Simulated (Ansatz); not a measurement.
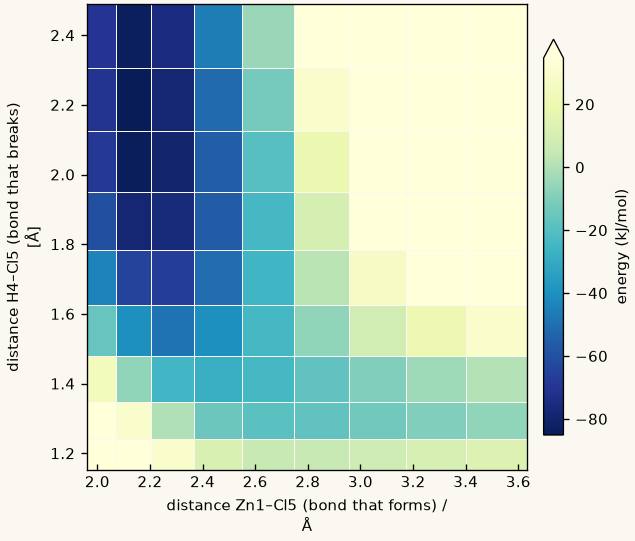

Energy landscape of the reacting system ClFH₂OZn (fragments FHOZn + ClH where the first distance is long, ClHOZn + FH where the second is long). First axis: distance Zn1–Cl5 (bond that forms). Second axis: distance H4–Cl5 (bond that breaks). Relaxed at each point: all other coordinates. The grid has 9 × 9 points. Points are written as (first, second). All energies are given in kJ/mol relative to a guessed transition structure relaxed with its forming and breaking bonds held. The reference is spin-restricted, so regions where a bond is pulled apart into radicals lie too high. Computed with Ansatz, RKS PBE0-D4/def2-SVP.

The picture shows one coloured cell a grid point, one colour for all values above the top of the scale. 

### Where are the wells?

The lowest grid point is at (2.127 Å, 2.213 Å), −85 kJ/mol from a guessed transition structure relaxed with its forming and breaking bonds held. No other kind of well shows on this grid. The highest grid point, (3.516 Å, 2.397 Å), lies 243 kJ/mol above the lowest.

Time for the 81 points that were run: 27 min on 1 thread of Arm Neoverse V1, with other jobs on the host.
